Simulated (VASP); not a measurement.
Band structure of BN (relaxed from the zinc blende structure, space group F-43m). These are PBEsol GGA, VASP's PBE PAW potentials (set 64) (plane waves; VASP 6.6.1) values and carry that method's errors.

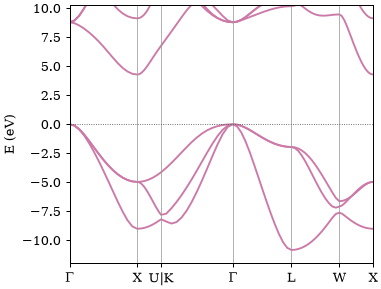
Bands along high-symmetry lines, zero at the valence-band maximum or, without a gap, the Fermi level

Task: Read the plot: is there a gap, and where are the band edges?

Result: The gap is indirect, 4.28 eV, from the valence maximum at Γ to the conduction minimum at X. (Edges off the drawn lines would not show.)

The structure was generated: BN was put into the zinc blende type (F-43m), which need not be its known phase. It was relaxed first.
